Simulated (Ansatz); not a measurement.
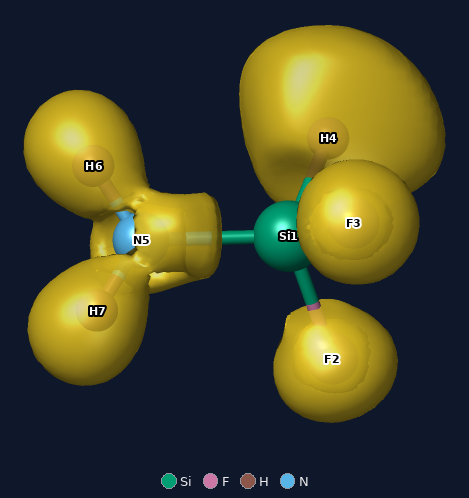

The picture shows: F₂H₃NSi. Isosurface of the electron localisation function at 0.8 (yellow), seen across its widest extent. Core shells and regions of very low density are left out.

The product side of a reaction path; geometry: PBE0-D4/def2-TZVP.

Method: RKS PBE0-D4/def2-TZVPP (Ansatz 0.2.0).

Input

```
crystal:
  periodic: [false, false, false]
  atoms:
    - {symbol: Si, position_ang: [-0.165040, -0.597535, -0.145129]}
    - {symbol: F, position_ang: [1.113660, -1.357023, -0.696551]}
    - {symbol: F, position_ang: [-1.181198, -0.582883, -1.368663]}
    - {symbol: H, position_ang: [-0.808374, -1.350976, 0.940742]}
    - {symbol: N, position_ang: [0.320618, 0.925169, 0.385121]}
    - {symbol: H, position_ang: [-0.245773, 1.465139, 1.017190]}
    - {symbol: H, position_ang: [0.966206, 1.498108, -0.132708]}
basis:
  gaussian: {orbitals: def2-TZVPP}
hamiltonian: {xc: pbe0, dispersion: d4}
output: {orbitals: {seedname: orbitals}}
```

Command:

```sh
ansatz run in.yaml --threads 2 --pin off --events-out ev --progress --plain --max-ram 4352MiB
```

What do the ELF domains correspond to?

Answer. The surface consists of one region around a hydrogen nucleus, two regions wrapped around F (its lone pairs, merged into a ring or cap) and one joined region spread over several atoms (H, N), in which their bonds and any lone pairs are merged.

Values along the shortest contacts:
Si–F (1.59 Å): the ELF peaks at about 0.85 in the valence shell of F, 0.6 Å from its nucleus, and is about 0.55 at the midpoint. Si–N (1.68 Å): the ELF peaks at about 0.90 between the atoms, as expected for a shared but strongly polarised pair.
